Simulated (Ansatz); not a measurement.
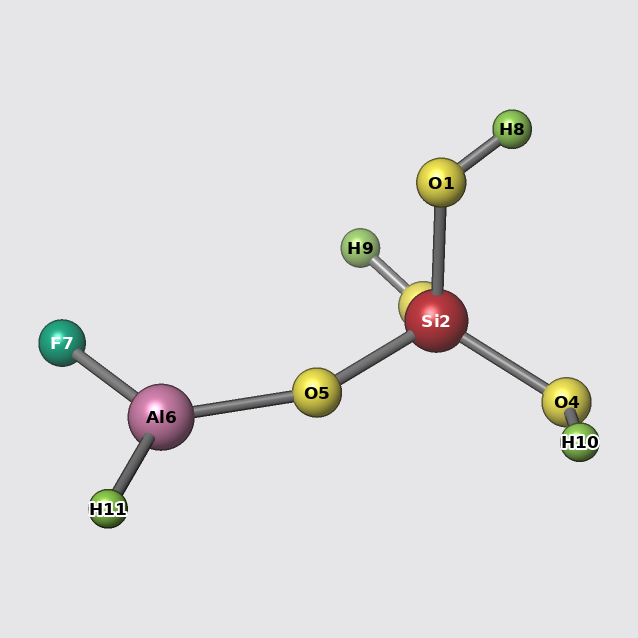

O3 lies behind Si2. The molecule seen nearly along the Si2–O3 bond, Si2 in front. Atoms fade into the background with distance from the viewer. The geometry was computed by an optimisation with PBE0-D4/def2-TZVP.

### What is the torsion angle O1–Si2–O3–H9? The sign is positive where the front bond must turn clockwise to cover the back bond.

−47°, synclinal (gauche).
